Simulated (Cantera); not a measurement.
Charge: 1 mol TiCl₄, a varied amount of O₂, 29 mol H₂, equilibrated at 1475 K and 1.40 mbar.

These are equilibrium values from Cantera (NASA tables, ideal gas, pure condensed phases), not measurements of a reactor. Candidate condensed phases: H₂O, Ti, TiCl₂, TiCl₃, TiCl₄, TiO, TiO₂, Ti₂O₃, Ti₃O₅, Ti₄O₇; 23 gas species. Mutual solubility and eutectic melting of coexisting phases are not modelled. The tables' values for TiCl₂ are old estimates; treat these amounts as uncertain. TiO: taken at fixed stoichiometry. Condensed phases not in the tables: Magnéli phases beyond Ti₄O₇. Rates play no part.

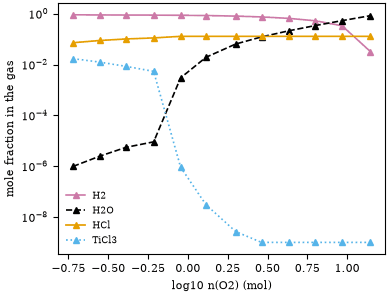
Figure: Equilibrium gas composition (values under 1e-9 drawn at 1e-9)

From 0.19 mol O₂ to 0.28 mol O₂ the condensed part is TiO(s). At 0.41 mol O₂ the condensed part is TiO(s) + Ti₂O₃(s). At 0.61 mol O₂ the condensed part is Ti₂O₃(s). At 0.9 mol O₂ the condensed part is Ti₃O₅(s) + Ti₄O₇(s). From 1.3 mol O₂ to 14 mol O₂ the condensed part is TiO₂(rutile).
